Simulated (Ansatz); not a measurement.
The calculation's input:

```
crystal:
  periodic: [false, false, false]
  atoms:
    - { symbol: "N", position_ang: [-0.5316, 0.6487, -0.6388] }
    - { symbol: C, position_ang: [0.3694, 0.3113, 0.3823] }
    - { symbol: Te, position_ang: [-0.4778, -1.2642, 1.5684] }
    - { symbol: H, position_ang: [-0.6008, -0.1014, -1.3139] }
    - { symbol: H, position_ang: [-0.1573, 1.4723, -1.2148] }
    - { symbol: H, position_ang: [0.5774, 1.202, 1.0386] }
    - { symbol: H, position_ang: [1.3529, -0.0254, -0.0725] }
    - { symbol: H, position_ang: [-0.4399, -2.3004, 0.1949] }
basis:
  gaussian: { orbitals: def2-SVP }
hamiltonian:
  xc: pbe
relax:
  f_tol: 0.015
  max_steps: 40
output:
  orbitals: {}
```

Launched as:

```sh
ansatz run input.yaml --threads 1 --pin off --max-ram 2048MiB --backend cpu --events-out ev --progress --plain --runs-dir out
```

The fields are those of the run's last geometry, not of the input's.

Core potentials replace the inner electrons of Te.

The calculation used RKS PBE/def2-SVP (Ansatz 0.2.0).

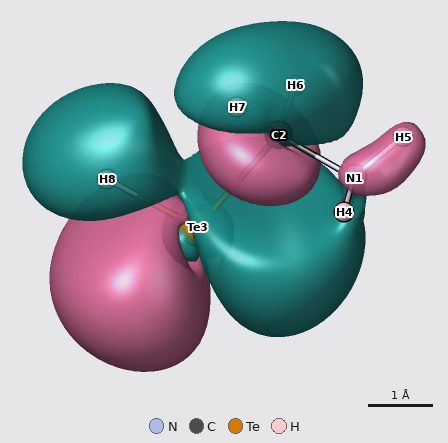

CH5NTe (SMILES NC[TeH]). One frontier orbital at ±0.06 Å⁻³ᐟ² (teal and pink are the two phases), seen at a tilt.

Question: Which orbital is it: HOMO or LUMO?

Answer: The LUMO, at −1.25 eV. By Hirshfeld shares it lies mainly on Te3 (about 60 %), C2 (about 20 %) and H8 (about 10 %).
